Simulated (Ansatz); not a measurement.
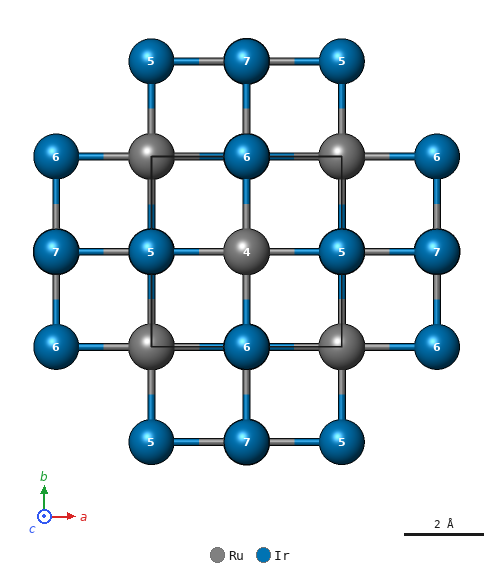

A crystal of Ir$_{3}$Ru$_{4}$ (a generated structure, set up in Pm-3m) (coarse preliminary run), before the relaxation. Style: ball-and-stick. Shown: the cell of the calculation, along the c axis.

All numbers below come from DFT PBE, scalar-relativistic, plane waves, PAW in Ansatz.

Input
```yaml
crystal:
  lattice:
    - [4.85680882, 0.0, 0.0]
    - [0.0, 4.85680882, 0.0]
    - [0.0, 0.0, 4.85680882]
  atoms:
    - { symbol: Ru, position: [0.5, 0.0, 0.0] }
    - { symbol: Ru, position: [0.0, 0.5, 0.0] }
    - { symbol: Ru, position: [0.0, 0.0, 0.5] }
    - { symbol: Ru, position: [0.5, 0.5, 0.5] }
    - { symbol: Ir, position: [0.0, 0.5, 0.5] }
    - { symbol: Ir, position: [0.5, 0.0, 0.5] }
    - { symbol: Ir, position: [0.5, 0.5, 0.0] }
basis:
  ecutwfc: 420
kpoints:
  mp_grid: { grid: [4, 4, 4] }
hamiltonian:
  xc: pbe
scf:
  occupations: { method: gaussian, width: 0.1 }
  lower_state_search: "off"
output:
  forces: true
  stress: true
  eigenvalues: true
relax:
  adjacent_minimum: "off"
  f_tol: 0.04
  max_steps: 70
  cell: { stress_tol: 0.4 }
```

Run as
```bash
ansatz run input.yaml --threads 1 --pin off --max-ram 2560MiB --backend cpu --events-out ev --progress --plain --runs-dir out
```

**Where does the relaxation end?**

The atoms keep their places relative to the cell (all moves are under 0.005 Å). Cell: a = b = c 4.857 → 5.002 Å (+3.0 %). Volume +9.2 %. Near-neighbour distances that change, for instance: Ru1–Ir6 2.428 → 2.501 Å. The space group stays Pm-3m (No. 221). The energy falls by 94.4 meV per atom in 3 accepted moves (4 points after the start). All forces vanish by symmetry, so only the cell relaxes. The pressure goes from 21.91 to −0.08 GPa. At 1 point the geometry stayed and the basis and grid were re-selected for the new cell (energy shift of 0.5 meV per atom at most each time).

Step by step:

```tsv
step	E − E(0), meV/atom	pressure, GPa	volume, Å³/atom	note
0	0.00	21.91	16.366	
1	-61.97	-9.57	18.877	
2	-92.94	-1.76	18.036	
3	-93.90	-0.06	17.880	
4	-94.37	-0.08	17.880	same geometry, new basis
```

Final geometry:

```xyz
7
Lattice="5.0021 0.0000 0.0000 0.0000 5.0021 0.0000 0.0000 0.0000 5.0021" Properties=species:S:1:pos:R:3 pbc="T T T"
Ru    2.5011    5.0021    5.0021
Ru    5.0021    2.5011    5.0021
Ru    5.0021    5.0021    2.5011
Ru    2.5011    2.5011    2.5011
Ir    5.0021    2.5011    2.5011
Ir    2.5011    5.0021    2.5011
Ir    2.5011    2.5011    5.0021
```

After the run, drawn alike:

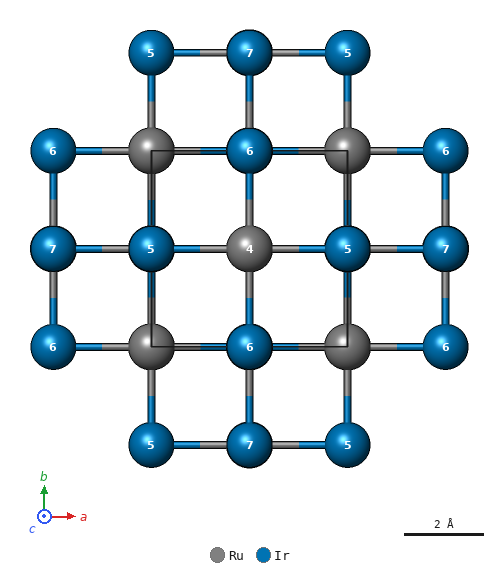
